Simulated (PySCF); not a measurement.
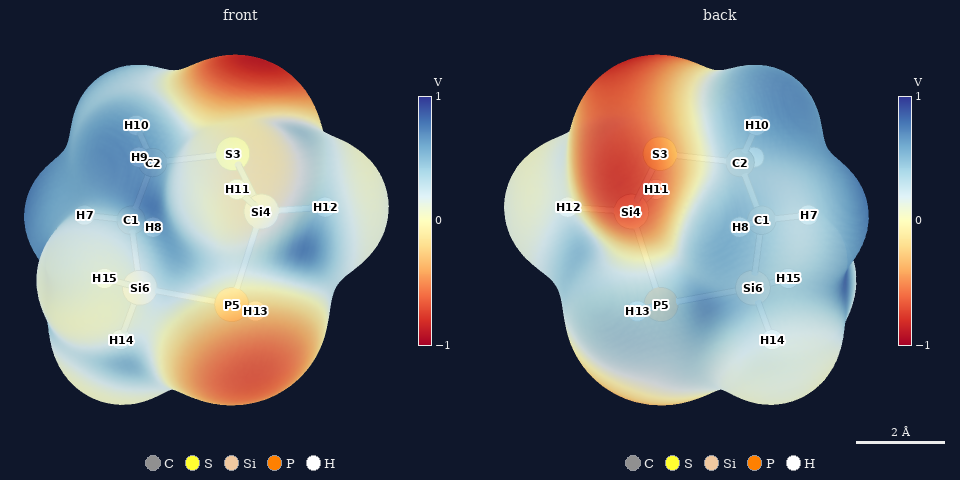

*C2H9PSSi2 (SMILES C1CS[SiH2]P[SiH2]1). The electrostatic potential painted on the density surface at 0.001 e/bohr³, seen from the front and from behind; the colour scale runs from red (negative) to blue (positive).*

Geometry: GFN2-xTB.

Method: CAM-B3LYP/def2-SVPD, SCF density, gas phase (PySCF).

```xyz
15

C    -1.4346   -0.4954   -0.1216
C    -1.2697    1.0175   -0.1394
S    -0.0148    1.6077   -1.3423
Si    1.8236    1.1060   -0.3481
P     2.0165   -1.0637    0.1538
Si   -0.0818   -1.4544    0.8368
H    -2.3985   -0.7167    0.3416
H    -1.4991   -0.8495   -1.1524
H    -1.0054    1.4100    0.8429
H    -2.1896    1.5006   -0.4703
H     1.8687    1.8635    0.9015
H     2.8345    1.5117   -1.3099
H     1.8127   -1.5050   -1.1393
H    -0.3368   -2.8873    0.6820
H    -0.1301   -1.0369    2.2427
```

Question: Describe the electrostatic potential map.

Answer: The most negative region (about −0.9 V) lies over S3, the most positive (about +0.8 V) over Si4, Si6, H7 and H9.
